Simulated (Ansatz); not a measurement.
The calculation's input:

```
crystal:
  lattice:
    - [3.8005887406, 2.1942709325, 4.4263671299]
    - [-3.8005887406, 2.1942709325, 4.4263671299]
    - [0.0, -4.3885418649, 4.4263671299]
  atoms:
    - { symbol: Sc, position: [0.2464478351, 0.2464478351, 0.2464478351] }
    - { symbol: Sc, position: [0.7535521649, 0.7535521649, 0.7535521649] }
    - { symbol: B, position: [0.9381099525, 0.9381099525, 0.9381099525] }
    - { symbol: B, position: [0.0618900475, 0.0618900475, 0.0618900475] }
    - { symbol: Sb, position: [0.7408987118, 0.1574509326, 0.3591543549] }
    - { symbol: Sb, position: [0.6408456451, 0.2591012882, 0.8425490674] }
    - { symbol: Sb, position: [0.2591012882, 0.8425490674, 0.6408456451] }
    - { symbol: Sb, position: [0.3591543549, 0.7408987118, 0.1574509326] }
    - { symbol: Sb, position: [0.1574509326, 0.3591543549, 0.7408987118] }
    - { symbol: Sb, position: [0.8425490674, 0.6408456451, 0.2591012882] }
basis:
  ecutwfc: 420
kpoints:
  mp_grid: { grid: [6, 6, 6] }
hamiltonian:
  xc: pbe
scf:
  occupations: { method: gaussian, width: 0.1 }
output:
  forces: true
  stress: true
  eigenvalues: true
  write_density: true
  write_potential: true
  elf: true
  volumetric_format: npy
relax:
  adjacent_minimum: "off"
  f_tol: 0.01
  max_steps: 80
  cell: { stress_tol: 0.05 }
```

Launched as:

```sh
ansatz run input.yaml --threads 1 --pin off --max-ram 2560MiB --backend cpu --events-out ev --progress --plain --runs-dir out
```

Below, planes, directions and counts refer to the conventional cell (a = 7.60 Å, b = 7.60 Å, c = 13.35 Å, α = 90.00°, β = 90.00°, γ = 120.00°).

The fields are those of the run's last geometry, not of the input's.

Space group R-3; a generated structure, not necessarily the stable one.

The calculation used Ansatz, DFT PBE, scalar-relativistic, plane waves, PAW.

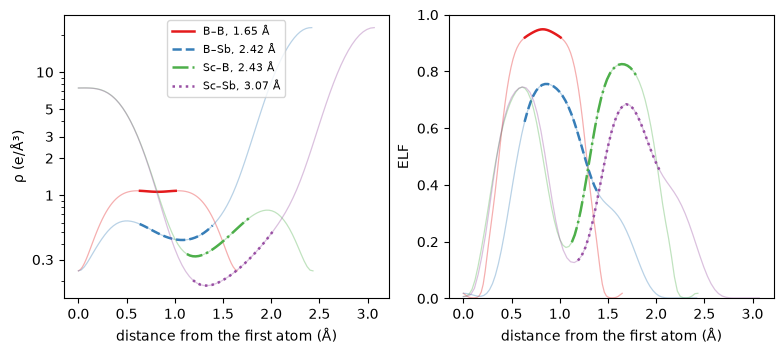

ScBSb$_{3}$. Valence electron density and electron localisation function along straight lines between neighbouring atoms. Thin, pale parts lie inside the atomic spheres.

In a PAW calculation such maps are meaningful between the atoms, not at the nuclei.

**Compare the contacts.**

B–B (1.65 Å): ρ at the midpoint is about 1.1 e/Å³; the ELF peaks at about 0.95 between the atoms.
B–Sb (2.42 Å): ρ at the midpoint is about 0.45 e/Å³; the ELF peaks at about 0.75 in the valence shell of B, 0.8 Å from its nucleus, and is about 0.55 at the midpoint.
Sc–B (2.43 Å): ρ at the midpoint is about 0.32 e/Å³; the ELF peaks at about 0.85 in the valence shell of B, 0.8 Å from its nucleus, and is about 0.30 at the midpoint.
Sc–Sb (3.07 Å): the density is about 0.21 e/Å³ at the midpoint, with its minimum of 0.18 e/Å³ about 1.3 Å from Sc; the ELF peaks at about 0.70 in the valence shell of Sb, 1.4 Å from its nucleus, and is about 0.60 at the midpoint.
